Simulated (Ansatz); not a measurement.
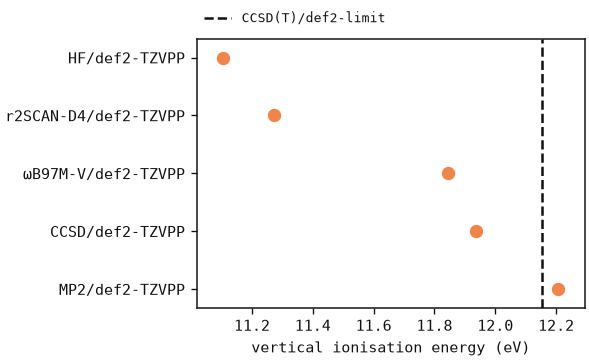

Vertical ionisation energy of AlHCl₂, SMILES [Cl][AlH][Cl], singlet, taken as the energy of the cation less that of the neutral at fixed geometry (unrestricted doublet cation, cores frozen in correlated methods, no spin-orbit coupling), the Ansatz code, at a PBE0-D4/def2-TZVP geometry (a minimum by its frequencies). Limit means an estimate of the basis limit from triple and quadruple zeta; for coupled cluster it is either extrapolated directly or built as the MP2 limit plus the step from MP2 in triple zeta. The distance of CCSD/def2-TZVPP and MP2/def2-TZVPP to the limit includes basis error.

Question: What range do the values span, the line included?

Answer: From 11.11 eV (HF/def2-TZVPP) to 12.21 eV (MP2/def2-TZVPP).

Question: Which level comes closest to the line (CCSD(T)/def2-limit), and which misses most?

Answer: Closest MP2/def2-TZVPP (12.21 eV), against 12.15 eV; farthest HF/def2-TZVPP (11.11 eV).
